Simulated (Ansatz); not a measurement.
# CH3BCl2Ga (SMILES C[B](Cl)[Ga+][Cl]) (charge +1): what the fields show

The calculation's input:

```
crystal:
  periodic: [false, false, false]
  atoms:
    - symbol: C
      position_ang: [1.787623, 0.441384, -0.326602]
    - symbol: B
      position_ang: [0.500668, 0.832052, -1.070082]
    - symbol: Cl
      position_ang: [0.126629, 2.126441, -2.117773]
    - symbol: Cl
      position_ang: [-2.953761, -1.690434, -0.546923]
    - symbol: Ga
      position_ang: [-1.248316, -0.492422, -0.771642]
    - symbol: H
      position_ang: [1.623924, 0.408364, 0.761661]
    - symbol: H
      position_ang: [2.121563, -0.568674, -0.609769]
    - symbol: H
      position_ang: [2.600495, 1.146902, -0.533808]
basis:
  gaussian:
    orbitals: def2-TZVPD
total_charge: 1
hamiltonian:
  xc: pbe0
output: {forces: true, orbitals: {seedname: orbitals}}
```

Run with:

```sh
ansatz run input.yaml --threads 2 --pin off --max-ram 4350MiB --events-out events.jsonl --progress --plain --runs-dir runs
```

Geometry: B3LYP/6-31G*.

All numbers below come from isolated molecule in a Gaussian basis; Kohn-Sham density functional theory, functional PBE0 in Ansatz 0.2.0.

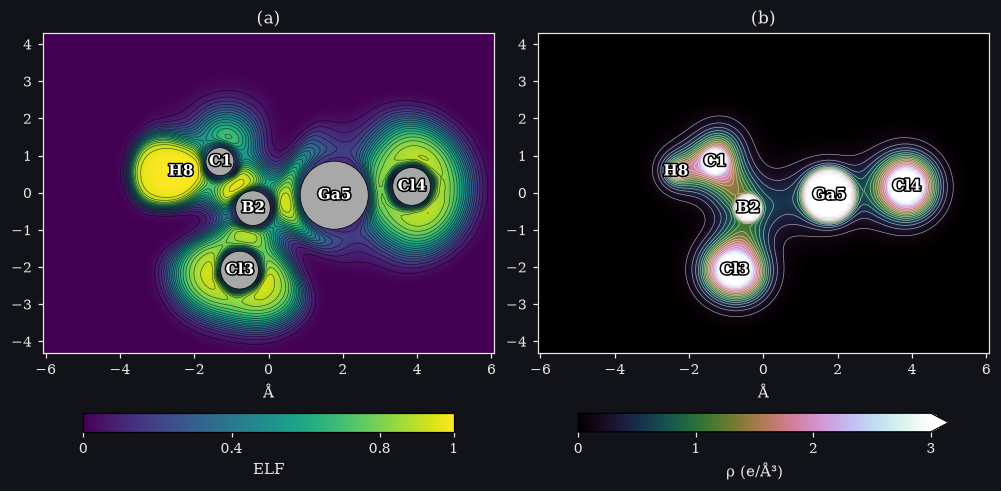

Figure 1. (a) ELF; (b) total electron density on the plane of atoms Cl3, B2 and Ga5. Grey discs cover the atomic cores in the ELF map.

What do the fields say about this system?

The plane passes through C, B, Cl, Ga and H nuclei.
C–B (1.54 Å): the density is about 1.5 e/Å³ at the midpoint; the ELF peaks at about 0.95 between the atoms (localised, covalent bonding).
B–Cl (1.71 Å): ρ at the midpoint is about 1.5 e/Å³; the ELF peaks at about 0.90 between the atoms (a polar covalent bond).
Ga–Cl (2.10 Å): ρ is about 0.81 e/Å³ halfway; the ELF peaks at about 0.80 in the valence shell of Cl, 0.8 Å from its nucleus, and is about 0.60 at the midpoint.
Ga–B (2.21 Å): ρ at the midpoint is about 0.55 e/Å³; the ELF peaks at about 0.95 between the atoms: a covalent bond.
C–H (1.10 Å): ρ at the midpoint is about 2 e/Å³; the ELF climbs to about 1 towards the hydrogen, as it does in any bond to H (an ordinary covalent bond to hydrogen).
The ELF also peaks beside Cl3 and Cl4, away from the bonds: lone-pair regions.

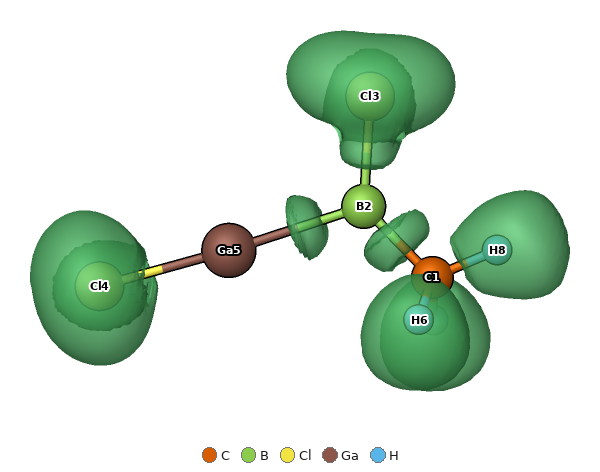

Figure 2. Isosurface of the electron localisation function at 0.8 (green), seen across its widest extent. Core shells and regions of very low density are left out.

Identify the bonds, lone pairs and shells in this picture.

The surface consists of one region between bonded B–C atoms (shared pairs), one region between bonded B–Ga atoms (shared pairs), three regions around hydrogen nuclei, one region on Cl in which the atom's valence shell and bonds are merged and one region wrapped around Cl (its valence shell).

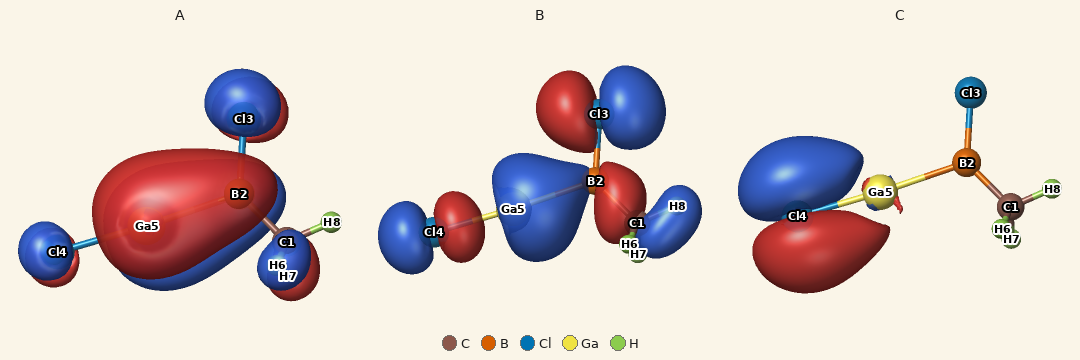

Figure 3. Three frontier orbitals at ±0.08 Å⁻³ᐟ² (blue and red are the two phases), in no order.

Which picture is the HOMO−1, the HOMO and the LUMO?

C is the HOMO−1 (−14.44 eV). By Hirshfeld shares it lies mainly on Cl4 (about 90 %) and Ga5 (about 10 %); largely a lone pair of Cl4. B is the HOMO (−13.40 eV). By Hirshfeld shares it lies mainly on Cl3 (about 35 %), Ga5 (about 25 %), Cl4 (about 15 %), B2 (about 15 %) and C1 (about 10 %). A is the LUMO (−7.86 eV). It lies mainly on Ga5 (about 45 %), B2 (about 30 %) and Cl3 (about 10 %); π-bonding across Ga5–B2.

What is the HOMO–LUMO gap?

5.54 eV between the orbital energies.
